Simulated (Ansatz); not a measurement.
Consider SrVO3 (Pm-3m).

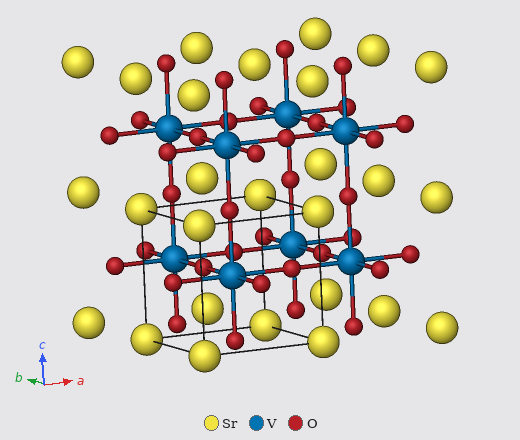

The structure (strontium yellow, vanadium blue, oxygen red). 2×2×2 cells are drawn. Some periodic images of atoms are drawn too.

```
Sr V O
1.0
     0.00000   -3.84200    0.00000
     0.00000    0.00000    3.84200
    -3.84200    0.00000    0.00000
Sr V O
1 1 3
Cartesian
  0.0000 0.0000 0.0000
  -1.9210 -1.9210 1.9210
  0.0000 -1.9210 1.9210
  -1.9210 -1.9210 0.0000
  -1.9210 0.0000 1.9210
```

 The program's search for lower electronic states was switched off, so nothing shows that the state found is the lowest. PAW set soft_2, made with PBE.

A constrained-RPA run (Ansatz 0.2.0; non-magnetic LDA; V t2g, bands v1 to c2, 6×6×6 mesh, medium accuracy) builds 3 functions on bands 2.5 eV wide, with 1.0 electrons in the window. The bare on-site interaction is 16.1 eV and the bare J 0.55 eV.

**Question.** Estimate U, U′ and J.

On the V t2g shell, U = 3.20 eV (20 % of the bare value), U′ = 2.34 eV, J = 0.41 eV.

The parent state is non-magnetic and the interaction static (zero frequency); U depends on the window and the orbitals, so it belongs to this model alone.

[Paths, hosts, dates, memory and timing lines, banners, echoed tables and standing remarks are left out of the program output.]

[Logs are printed without paths, hosts, clocks, repeated set-up lines and the standing remarks that a program may print on its own settings, such as how far it seeks lower states.]

[Runs of the session that timed out or met a known fault of the program may be left out.]

[Hosts, paths, dates, database ids (printed as entryN), source tags and the programs' standing remarks are cut or masked in the printed files.]
